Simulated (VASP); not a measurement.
Here is the system:

```
CELL_PARAMETERS angstrom
      1.53579    -2.66007     0.00000
      1.53579     2.66007     0.00000
      0.00000     0.00000     3.47116
ATOMIC_POSITIONS crystal
  Mg 0.00000 0.00000 0.00000
  B  0.33333 0.66667 0.50000
  B  0.66667 0.33333 0.50000
```

Computed with AM05 GGA, VASP's PBE PAW potentials (set 64) (plane waves; VASP). Run with 520 eV cut-off, 13×13×10 Γ-centred mesh, tetrahedra with Blöchl corrections, potentials Mg B.

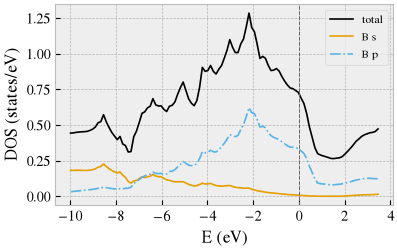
*Total and projected density of states, zero at the Fermi level*

Within 2 eV below the Fermi level the largest weight inside VASP's projection spheres is B p.

It has no gap at this level: it comes out as a metal or semimetal.

The compound is MgB2 in the AlB2 type structure. It was relaxed first.
